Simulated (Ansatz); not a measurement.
CHFOS (SMILES O=C(F)S)

```
atom    x (Å)    y (Å)    z (Å)
   C  -2.7819  -1.5169  -1.1869
   F  -1.5385  -1.0438  -1.4244
   O  -3.5241  -1.8418  -2.0553
   S  -3.1453  -1.5851   0.5520
   H  -1.9579  -1.1059   0.9745
```

Geometry: B3LYP/6-31G*.

Computed with Ansatz 0.2.0, isolated molecule in a Gaussian basis; Kohn-Sham density functional theory, functional PBE0.

What will maps of the electron density and electron localisation function show?

C–O (1.19 Å): the density is about 3.6 e/Å³ at the midpoint; the ELF peaks at about 0.85 between the atoms: a short, multiple covalent bond.
C–F (1.35 Å): the density is about 2.3 e/Å³ at the midpoint, with its minimum of 1.8 e/Å³ about 0.5 Å from C; the ELF peaks at about 0.80 between the atoms, as expected for a shared but strongly polarised pair.
C–S (1.78 Å): ρ at the midpoint is about 1.3 e/Å³; the ELF peaks at about 0.95 between the atoms: a shared electron pair.
S–H (1.35 Å): the density is about 1.5 e/Å³ at the midpoint; the ELF climbs to about 1 towards the hydrogen, as it does in any bond to H.

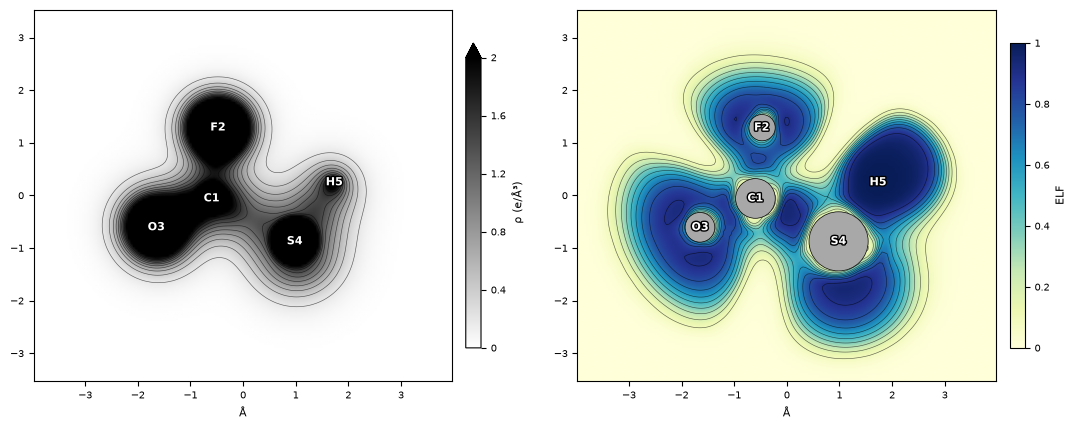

Computed electron density and electron localisation function on the molecular plane, in this order. Grey discs cover the atomic cores in the ELF map. 
